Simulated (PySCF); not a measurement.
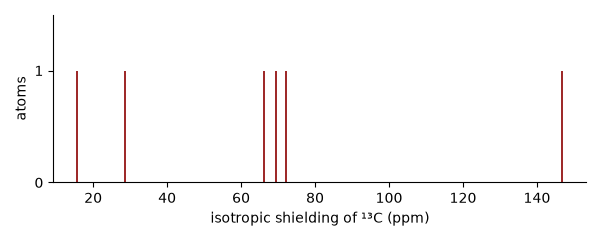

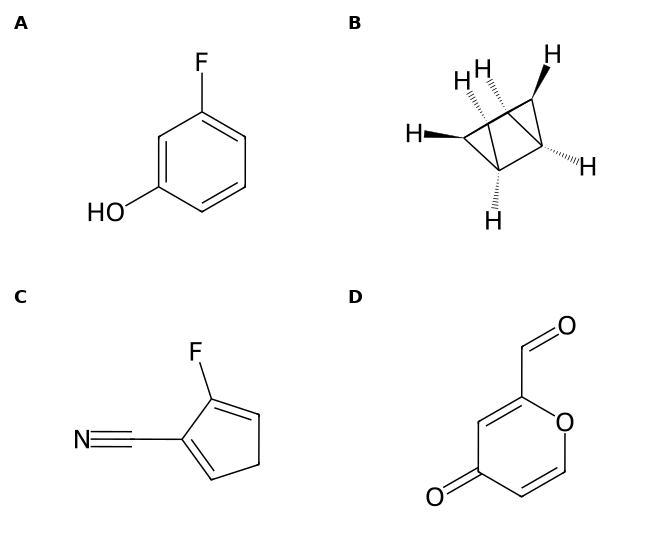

The sticks are computed shieldings of one of the molecules, for one fixed geometry (GFN2-xTB) without averaging over rotations. Low shielding means a high chemical shift. Method: GIAO PBE0/pcSseg-1 NMR shielding, non-relativistic, gas phase (PySCF 2.14.0).

> Match the spectrum to a structure.

C, `N#CC1=CCC=C1F`. Its 6 C atoms give lines at 15.7, 28.5, 66.1, 69.5, 72.0, 146.8 ppm.
